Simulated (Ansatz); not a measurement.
```yaml
atoms:
  - { symbol: Al, position_ang: [-1.6778, 0.8417, -0.4729] }
  - { symbol: O, position_ang: [-0.8359, 0.1328, 0.8753] }
  - { symbol: O, position_ang: [-0.0934, 2.0341, -0.6145] }
  - { symbol: Se, position_ang: [-3.3075, 2.4561, 0.0937] }
  - { symbol: H, position_ang: [-1.0874, -0.6488, 1.3679] }
  - { symbol: H, position_ang: [-1.8741, 0.0748, -1.8447] }
  - { symbol: H, position_ang: [-0.3863, 2.9336, -0.3959] }
  - { symbol: H, position_ang: [0.3838, 1.6894, 0.1648] }
```

Geometry: PBE0-D3(BJ)/def2-SVP.

All numbers below come from Ansatz 0.2.0, isolated molecule in a Gaussian basis; Kohn-Sham density functional theory, functional PBE0.

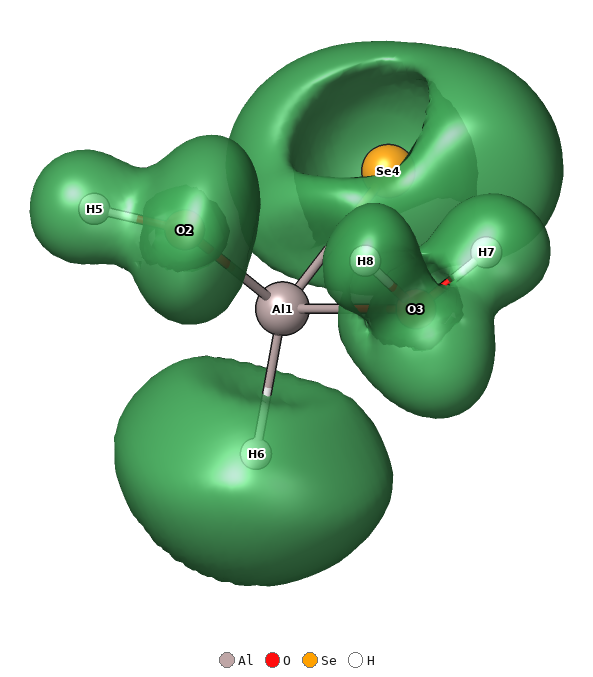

AlH4O2Se (doublet). Isosurface of the ELF at 0.75 (green), seen from one side. Only the valence region is drawn (cores and ρ < 0.01 e/Å³ removed).

Where are the electrons localised?

Answer. The ELF exceeds this value in one region around a hydrogen nucleus, one region on Se in which the atom's valence shell and bonds are merged and two joined regions spread over several atoms (H, O), in which their bonds and any lone pairs are merged. Along the contacts the grid gives the following. Al–O (1.74 Å): the ELF peaks at about 0.85 in the valence shell of O, 0.6 Å from its nucleus, and is about 0.45 at the midpoint. Al–Se (2.36 Å): the ELF peaks at about 0.90 between the atoms; a shared but strongly polarised pair.
